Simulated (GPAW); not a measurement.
# free-standing square Ni monolayer, spacing 2.48 A: which magnetic order is lowest

Wanted: the moments of free-standing square Ni monolayer, spacing 2.48 A and the energy of each order that was tried.

Calculated with GPAW 26.7.0; LDA; plane waves with GPAW's PAW setups, scalar-relativistic.

### Step 1. Starting point

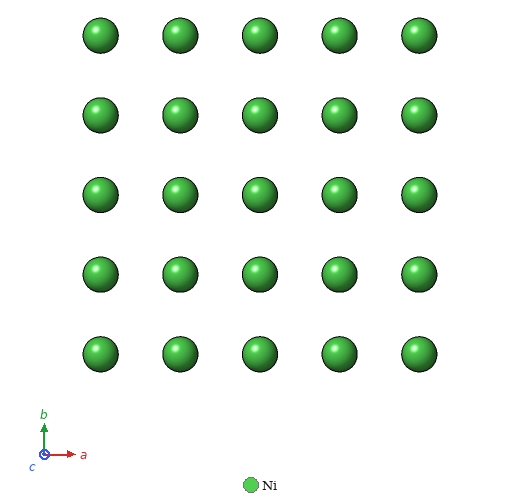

The starting structure, seen from above (nickel green). 4×4×1 cells are drawn. Some periodic images of atoms are drawn too.

The cell holds 1 atom: 1 Ni. Cell: a = 2.480 Å, b = 2.480 Å, c = 14.000 Å, α = 90.0°, β = 90.0°, γ = 90.0°. model lattice. Vacuum lies along c.

### Step 2. Start 1: ferro +

The parallel start comes first: it fits the smallest cell, keeps the most symmetry and shows whether parallel moments form.

Contents of order1.py:

```python
import json
import numpy as np
from ase import Atoms
from ase.parallel import paropen, parprint
from gpaw import GPAW

atoms = Atoms(['Ni'],
    cell=[[2.48, 0.0, 0.0],
         [0.0, 2.48, 0.0],
         [0.0, 0.0, 14.0]],
    scaled_positions=[[0.0, 0.0, 0.5]],
    pbc=True,
    magmoms=[1.0])
atoms.calc = GPAW(mode={'name': 'pw', 'ecut': 550},
    xc='LDA',
    kpts={'size': (12, 12, 1), 'gamma': True},
    occupations={'name': 'fermi-dirac', 'width': 0.1},
    convergence={'density': 1e-05, 'energy': 1e-05},
    maxiter=200,
    txt='order1.txt')
e = atoms.get_potential_energy(force_consistent=True)
res = {'free_energy': e, 'energy_sigma0': atoms.get_potential_energy(), 'fermi_energy': atoms.calc.get_fermi_level()}
res['moments'] = atoms.get_magnetic_moments().tolist()
res['total'] = atoms.get_magnetic_moment()
parprint('site moments (muB):', np.round(res['moments'], 3))
parprint(f"total moment: {res['total']:.3f} muB")
parprint(f'free energy: {e:.6f} eV')
atoms.calc.write('order1.gpw')
with paropen('results.json', 'w') as f:
    json.dump(res, f)
```

On the command line:

```bash
> OMP_NUM_THREADS=1 python3 order1.py > order1.log
```

Numbers of over 12 decimals in the logs are rounded to 6 here.

The program printed:

```text
site moments (muB): [0.972]
total moment: 0.947 muB
free energy: -6.134537 eV

--- order1.txt ---
Input parameters:
  mode=PW(ecut=550),
  convergence={'density': 1e-05, 'energy': 1e-05},
  kpts=MonkhorstPack(size=(12, 12, 1), gamma=True),
  maxiter=200,
  occupations=Occupations(name='fermi-dirac', width=0.1),
  xc=XC(name='LDA')

Diagonalizing LCAO Hamiltonian
Converting LCAO to pw mode
   .-----.
  /|     |
 * |     |
 | |     |
 | |     |
 | |     |
 | |     |
 | |     |
 | |     |
 | |     |
 Ni|     |
 | |     |
 | |     |
 | |     |
 | |     |
 | |     |
 | |     |
 | .-----.
 |/     /
 *-----*

Atoms  # Å, Bohr magnetons
|   | symbol |        x |        y |        z |    initial magnetic moments |
|---|--------|----------|----------|----------|-----------------------------|
| 0 |     Ni | 0.000000 | 0.000000 | 7.000000 | ( 0.0000,  0.0000,  1.0000) |

Unit cell  # Å
| periodic |        x |        y |         z |   lengths |    angles |
|----------|----------|----------|-----------|-----------|-----------|
|      yes | 2.480000 | 0.000000 |  0.000000 |  2.480000 | 90.000000 |
|      yes | 0.000000 | 2.480000 |  0.000000 |  2.480000 | 90.000000 |
|      yes | 0.000000 | 0.000000 | 14.000000 | 14.000000 | 90.000000 |

Number of symmetries: 16

BZ-sampling:
  Number of BZ points: 144
  Number of IBZ points: 28

  Monkhorst-Pack size: [12, 12, 1]
  Monkhorst-Pack shift: [0.041667, 0.041667, 0.0]

K-points  # in reciprocal-cell coordinates
|     |                                coordinates |     weight |
|-----|--------------------------------------------|------------|
|   0 | ( -0.00000000,  -0.00000000,   0.00000000) | 0.00694444 |
|   1 | (  0.08333333,  -0.00000000,   0.00000000) | 0.02777778 |
|   2 | (  0.08333333,   0.08333333,   0.00000000) | 0.02777778 |
|   3 | (  0.16666667,  -0.00000000,   0.00000000) | 0.02777778 |
|   4 | (  0.16666667,   0.08333333,   0.00000000) | 0.05555556 |
|   5 | (  0.16666667,   0.16666667,   0.00000000) | 0.02777778 |
|   6 | (  0.25000000,  -0.00000000,   0.00000000) | 0.02777778 |
|   7 | (  0.25000000,   0.08333333,   0.00000000) | 0.05555556 |
|   8 | (  0.25000000,   0.16666667,   0.00000000) | 0.05555556 |
|   9 | (  0.25000000,   0.25000000,   0.00000000) | 0.02777778 |
| ... |                                            |            |
|  27 | (  0.50000000,   0.50000000,   0.00000000) | 0.00694444 |

Plane wave coefficients: 2550
Cutoff: 550.0 eV

Spin-components: 2 (collinear spins)
Bands:           12
Projectors:      6
Spin-degeneracy: 1
Datatype:        complex128

Parallelization:
  kpt:    1
  domain: 1
  band:   1

Density:
  Valence electrons: 16.0
  Components: 2
  Grid points: [14 14 80]
  Charge: 0.0  # |e|

Potential:
  Grid points: [14 14 80]

species:
  Ni:
    name:    Nickel
    Z:       28.0
    valence: 16
    core:    12
    charge:  0.0  # [|e|]
    compensation charges:
      type: gauss
      rc: 0.36  # [Å]
      lmax: 2
    cutoffs:
      filter: 2.14  # [Å]
      core: 1.98  # [Å]
    projectors
    | kind |    occ | energy [eV] | rcut [Å] |
    |------|--------|-------------|----------|
    |   4s |  2.000 |      -5.858 |    1.164 |
    |   3p |  6.000 |     -71.266 |    1.207 |
    |   4p |  0.000 |      -1.338 |    1.207 |
    |   3d |  8.000 |      -9.141 |    1.138 |
    |    s |        |      21.353 |    1.164 |
    |    d |        |      18.071 |    1.138 |

    Using partial waves for Ni as LCAO basis

Reference energy: -41300.595870  # eV

eigensolver:
  PPCG
  Converge bands: occupied
  niter=2

density mixing:
  MSR1-Mixer
  Pratt-step length: 0.05
  Maximum mixing coefficient: 0.75
  Old densities: 10
  SVD Regularization: 0.005
  Good broyden scale: 1.0
  Trust region scale: 1.0
  Backstep threshold: 4.0
  History deletion threshold: 6.0
  Fourier metric: weight=20.0, sigma=0.015

occupation numbers:
  Fermi-Dirac:
    width: 0.1000  # eV

poisson solver:
  ecut: 4400.0  # eV

xc functional:
  name: None

convergence criteria:
- Maximum integral of absolute [dens]ity change: 1e-05 electrons / valence electron
- Maximum [total energy] change in last 3 cyles: 1e-05 eV / valence electron
- Maximum integral of absolute [eigenst]ate change: 4e-08 eV^2 / valence electron
maximum number of iterations: 200

SCF iterations
|iter     |      energy | eigst |  dens |  magmom |
|---------|-------------|-------|-------|---------|
|iter:   1|       0s |   -6.765335 | +0.24 |       |  +1.0008|
|iter:   2|       2s |   -6.428964 | -0.78 | -0.98 |  +0.9847|
|iter:   3|       3s |   -6.090512 | -1.23 | -1.14 |  +0.9617|
|iter:   4|       4s |   -6.083221 | -2.35 | -1.69 |  +0.9573|
|iter:   5|       6s |   -6.084308 | -2.52 | -1.82 |  +0.9515|
|iter:   6|       7s |   -6.085273 | -3.45 | -2.26 |  +0.9503|
|iter:   7|       9s |   -6.086153 | -3.71 | -2.41 |  +0.9471|
|iter:   8|      10s |   -6.086087 | -4.57 | -2.83 |  +0.9462|
|iter:   9|      12s |   -6.086122c| -5.15 | -3.13 |  +0.9461|
|iter:  10|      13s |   -6.086116c| -5.73 | -3.61 |  +0.9464|
|iter:  11|      15s |   -6.086122c| -6.17 | -3.93 |  +0.9470|
|iter:  12|      16s |   -6.086119c| -6.72 | -4.37 |  +0.9471|
|iter:  13|      17s |   -6.086118c| -7.13 | -5.08c|  +0.9472|
|iter:  14|      18s |   -6.086118c| -7.43c| -5.39c|  +0.9472|

Converged in 14 steps
Energy contributions relative to reference atoms: (reference = -41300.595870)

Energy contributions:
  Kinetic:           2.214166
  Coulomb:          -1.095684
  Zero:              0.112786
  External:          0.000000
  Xc:               -7.268966
  Entropy:          -0.096838
  Spinorbit:         0.000000
  ----------------------------
  Free energy:      -6.134537
  Extrapolated:     -6.086118

dipole moment: (-5.027241, -5.027241, 0.000004)  # |e|*Ang

Total magnetic moment: (0.000000, 0.000000, 0.947227)

Local magnetic moments
|        x |        y |        z |
|----------|----------|----------|
| 0.000000 | 0.000000 | 0.972007 |  # Ni   0

Fermi level: -3.663
Eigenvalues  # (at kpt = [-0.000, -0.000, 0.000])
| band index |      eig [eV] | occ [0-1] |      eig [eV] | occ [0-1] |
|------------|---------------|-----------|---------------|-----------|
|          0 |       -66.932 |     1.000 |       -65.831 |     1.000 |
|          1 |       -66.932 |     1.000 |       -65.831 |     1.000 |
|          2 |       -66.628 |     1.000 |       -65.584 |     1.000 |
|          3 |        -8.640 |     1.000 |        -8.489 |     1.000 |
|          4 |        -6.638 |     1.000 |        -5.868 |     1.000 |
|          5 |        -5.293 |     1.000 |        -4.602 |     1.000 |
|          6 |        -4.517 |     1.000 |        -3.500 |     0.162 |
|          7 |        -4.517 |     1.000 |        -3.500 |     0.162 |
|          8 |        -4.362 |     0.999 |        -3.264 |     0.018 |
|          9 |        -2.451 |     0.000 |        -2.438 |     0.000 |
|         10 |         1.353 |     0.000 |         1.366 |     0.000 |
|         11 |         2.459 |     0.000 |         2.456 |     0.000 |

No gap
No difference between direct/indirect transitions
```

Elapsed: 21 s, on 1 MPI rank of Arm Neoverse V2, shared host; peak memory 0.19 GiB.

Spin moment in the augmentation sphere by atom:

```
atom  spin moment in the augmentation sphere (μB)
 Ni1                                        0.972
```

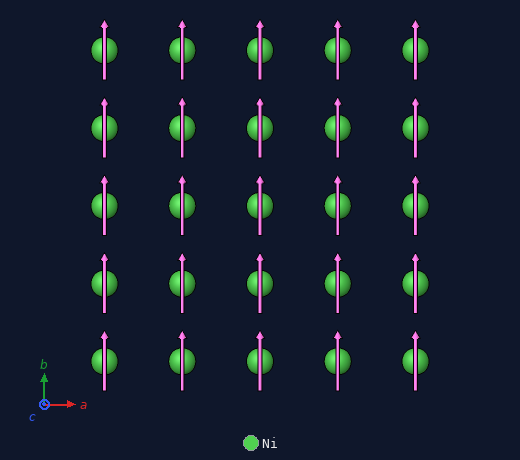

Spin moment in the augmentation sphere as arrows, the longest 0.972 μB. Up and down stand for the sign. Arrows give size and sign along the axis of quantisation, drawn up and down the page. 4×4×1 cells are drawn. Some periodic images of atoms are drawn too.

Read from the output:

* magnetization: 0.9472 μB
* final state: ferromagnetic

After 14 cycles the largest moment stands at 0.972 μB.

### Step 3. Start 2: antiferro q=(0,1/2,0) +-

Reversing part of the moments tests the sign of the couplings between them.

The cell is doubled to 2 atoms to hold this order. Its mesh is chosen so that both cells sample the same points.

order2.py is the script of step 2 with these lines changed:

```diff
@@ -6,12 +6,13 @@
 
-atoms = Atoms(['Ni'],
+atoms = Atoms(['Ni', 'Ni'],
     cell=[[2.48, 0.0, 0.0],
-         [0.0, 2.48, 0.0],
+         [0.0, 4.96, 0.0],
          [0.0, 0.0, 14.0]],
-    scaled_positions=[[0.0, 0.0, 0.5]],
+    scaled_positions=[[0.0, 0.0, 0.5],
+         [0.0, 0.5, 0.5]],
     pbc=True,
-    magmoms=[1.0])
+    magmoms=[1.0, -1.0])
 atoms.calc = GPAW(mode={'name': 'pw', 'ecut': 550},
     xc='LDA',
-    kpts={'size': (12, 12, 1), 'gamma': True},
+    kpts={'size': (12, 6, 1), 'gamma': True},
     occupations={'name': 'fermi-dirac', 'width': 0.1},
@@ -19,3 +20,3 @@
     maxiter=200,
-    txt='order1.txt')
+    txt='order2.txt')
 e = atoms.get_potential_energy(force_consistent=True)
@@ -27,3 +28,3 @@
 parprint(f'free energy: {e:.6f} eV')
-atoms.calc.write('order1.gpw')
+atoms.calc.write('order2.gpw')
 with paropen('results.json', 'w') as f:
```

On the command line:

```bash
> OMP_NUM_THREADS=1 python3 order2.py > order2.log
```

The program printed:

```text
site moments (muB): [ 0.661 -0.661]
total moment: -0.000 muB
free energy: -12.130842 eV

--- order2.txt ---
Input parameters:
  mode=PW(ecut=550),
  convergence={'density': 1e-05, 'energy': 1e-05},
  kpts=MonkhorstPack(size=(12, 6, 1), gamma=True),
  maxiter=200,
  occupations=Occupations(name='fermi-dirac', width=0.1),
  xc=XC(name='LDA')

Diagonalizing LCAO Hamiltonian
Converting LCAO to pw mode
    .-----.
   /|     |
  / |     |
 *  |     |
 |  |     |
 |  |     |
 |  |     |
 |  |     |
 |  |     |
 |  |     |
 | Ni     |
 Ni |     |
 |  |     |
 |  |     |
 |  |     |
 |  |     |
 |  |     |
 |  .-----.
 | /     /
 |/     /
 *-----*

Atoms  # Å, Bohr magnetons
|   | symbol |        x |        y |        z |    initial magnetic moments |
|---|--------|----------|----------|----------|-----------------------------|
| 0 |     Ni | 0.000000 | 0.000000 | 7.000000 | ( 0.0000,  0.0000,  1.0000) |
| 1 |     Ni | 0.000000 | 2.480000 | 7.000000 | ( 0.0000,  0.0000, -1.0000) |

Unit cell  # Å
| periodic |        x |        y |         z |   lengths |    angles |
|----------|----------|----------|-----------|-----------|-----------|
|      yes | 2.480000 | 0.000000 |  0.000000 |  2.480000 | 90.000000 |
|      yes | 0.000000 | 4.960000 |  0.000000 |  4.960000 | 90.000000 |
|      yes | 0.000000 | 0.000000 | 14.000000 | 14.000000 | 90.000000 |

Number of symmetries: 8

BZ-sampling:
  Number of BZ points: 72
  Number of IBZ points: 28

  Monkhorst-Pack size: [12, 6, 1]
  Monkhorst-Pack shift: [0.041667, 0.083333, 0.0]

Plane wave coefficients: 5079
Cutoff: 550.0 eV

Spin-components: 2 (collinear spins)
Bands:           24
Projectors:      12
Spin-degeneracy: 1
Datatype:        complex128

Parallelization:
  kpt:    1
  domain: 1
  band:   1

Density:
  Valence electrons: 32.0
  Components: 2
  Grid points: [14 27 80]
  Charge: 0.0  # |e|

Potential:
  Grid points: [14 27 80]

[... setups left out ...]
Reference energy: -82601.191740  # eV

eigensolver:
  PPCG
  Converge bands: occupied
  niter=2

density mixing:
  MSR1-Mixer
  Pratt-step length: 0.05
  Maximum mixing coefficient: 0.75
  Old densities: 10
  SVD Regularization: 0.005
  Good broyden scale: 1.0
  Trust region scale: 1.0
  Backstep threshold: 4.0
  History deletion threshold: 6.0
  Fourier metric: weight=20.0, sigma=0.015

occupation numbers:
  Fermi-Dirac:
    width: 0.1000  # eV

poisson solver:
  ecut: 4400.0  # eV

xc functional:
  name: None

convergence criteria:
- Maximum integral of absolute [dens]ity change: 1e-05 electrons / valence electron
- Maximum [total energy] change in last 3 cyles: 1e-05 eV / valence electron
- Maximum integral of absolute [eigenst]ate change: 4e-08 eV^2 / valence electron
maximum number of iterations: 200

SCF iterations
|iter     |      energy | eigst |  dens |  magmom |
|---------|-------------|-------|-------|---------|
|iter:   1|       0s |  -13.432168 | +0.24 |       |  +0.0000|
|iter:   2|       7s |  -12.726864 | -0.68 | -0.96 |  +0.0000|
|iter:   3|      14s |  -12.012692 | -1.21 | -1.10 |  -0.0002|
|iter:   4|      22s |  -11.999407 | -2.29 | -1.61 |  +0.0023|
|iter:   5|      29s |  -12.267382 | -2.28 | -1.73 |  -0.0305|
|iter:   6|      36s |  -11.998575 | -2.50 | -1.06 |  -0.0042|
|iter:   7|      43s |  -12.000307 | -3.55 | -1.84 |  +0.0008|
|iter:   8|      50s |  -12.003347 | -4.11 | -2.20 |  -0.0004|
|iter:   9|      57s |  -12.005368 | -4.03 | -2.34 |  +0.0005|
|iter:  10|      65s |  -12.005440 | -4.30 | -2.59 |  +0.0000|
|iter:  11|      72s |  -12.005302c| -4.92 | -2.63 |  -0.0001|
|iter:  12|      79s |  -12.005100 | -4.67 | -2.90 |  -0.0001|
|iter:  13|      86s |  -12.005041c| -6.22 | -3.62 |  -0.0001|
|iter:  14|      94s |  -12.005033c| -7.10 | -4.17 |  -0.0001|
|iter:  15|     102s |  -12.005025c| -7.89c| -4.67 |  -0.0000|
|iter:  16|     109s |  -12.005024c| -8.38c| -4.97 |  -0.0000|
|iter:  17|     113s |  -12.005024c| -8.00c| -5.24c|  -0.0000|

Converged in 17 steps
Energy contributions relative to reference atoms: (reference = -82601.191740)

Energy contributions:
  Kinetic:           4.344978
  Coulomb:          -2.008092
  Zero:              0.224503
  External:          0.000000
  Xc:              -14.440595
  Entropy:          -0.251637
  Spinorbit:         0.000000
  ----------------------------
  Free energy:     -12.130842
  Extrapolated:    -12.005024

dipole moment: (-10.041043, -10.041041, 0.000007)  # |e|*Ang

Total magnetic moment: (0.000000, 0.000000, -0.000007)

Local magnetic moments
|        x |        y |         z |
|----------|----------|-----------|
| 0.000000 | 0.000000 |  0.660558 |  # Ni   0
| 0.000000 | 0.000000 | -0.660564 |  # Ni   1

Fermi level: -3.748
Eigenvalues  # (at kpt = [-0.000, 0.000, 0.000])
| band index |      eig [eV] | occ [0-1] |      eig [eV] | occ [0-1] |
|------------|---------------|-----------|---------------|-----------|
|          0 |       -66.754 |     1.000 |       -66.754 |     1.000 |
|        ... |               |           |               |           |
|          7 |        -6.366 |     1.000 |        -6.366 |     1.000 |
|          8 |        -5.944 |     1.000 |        -5.944 |     1.000 |
|          9 |        -5.446 |     1.000 |        -5.446 |     1.000 |
|         10 |        -4.971 |     1.000 |        -4.971 |     1.000 |
|         11 |        -4.652 |     1.000 |        -4.652 |     1.000 |
|         12 |        -4.295 |     0.996 |        -4.295 |     0.996 |
|         13 |        -4.101 |     0.971 |        -4.101 |     0.971 |
|         14 |        -3.840 |     0.715 |        -3.840 |     0.715 |
|         15 |        -3.595 |     0.177 |        -3.595 |     0.177 |
|         16 |        -3.501 |     0.078 |        -3.501 |     0.078 |
|         17 |        -2.429 |     0.000 |        -2.429 |     0.000 |
|         18 |        -2.268 |     0.000 |        -2.268 |     0.000 |
|         19 |         0.431 |     0.000 |         0.431 |     0.000 |
|         20 |         1.356 |     0.000 |         1.356 |     0.000 |
|         21 |         2.453 |     0.000 |         2.453 |     0.000 |
|         22 |         2.856 |     0.000 |         2.856 |     0.000 |
|         23 |         3.222 |     0.000 |         3.222 |     0.000 |

No gap
No difference between direct/indirect transitions
```

Elapsed: 2.1 min, on 1 MPI rank; peak memory 0.32 GiB.

Spin moment in the augmentation sphere by atom:

```
atom  spin moment in the augmentation sphere (μB)
 Ni1                                        0.661
 Ni2                                       -0.661
```

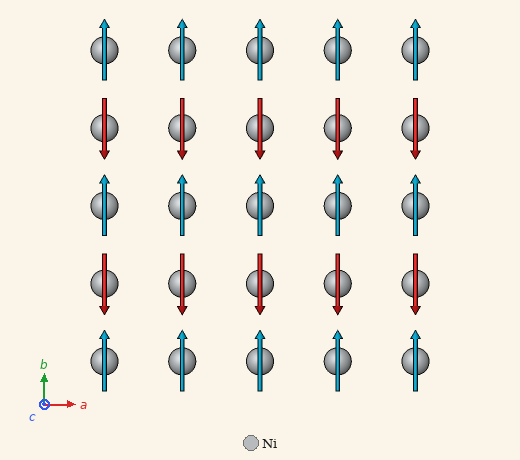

Spin moment in the augmentation sphere as arrows, the longest 0.661 μB. Up and down stand for the sign. Arrows give size and sign along the axis of quantisation, drawn up and down the page. The two directions have two colours. 4×2×1 cells are drawn. Some periodic images of atoms are drawn too.

This step gave:

```yaml
magnetization: 0 μB
final_state: antiferromagnetic
```

It lies 69.1 meV a seeded atom over the first start, and its largest moment is 0.661 μB against 0.972 μB.

[end of part 1 of 2]

[Logs and program files are shortened in this print: banners, set-up blocks, solver, clock and traceback lines can be left out without a mark of their own.]

[Logs are printed without paths, hosts, clocks, repeated set-up lines and the standing remarks that a program may print on its own settings, such as how far it seeks lower states.]

[Hosts, paths, dates, database ids (printed as entryN), source tags and the programs' standing remarks are cut or masked in the printed files.]

[Where a cell is said to come from a database of computed structures, the database is the Materials Project.]
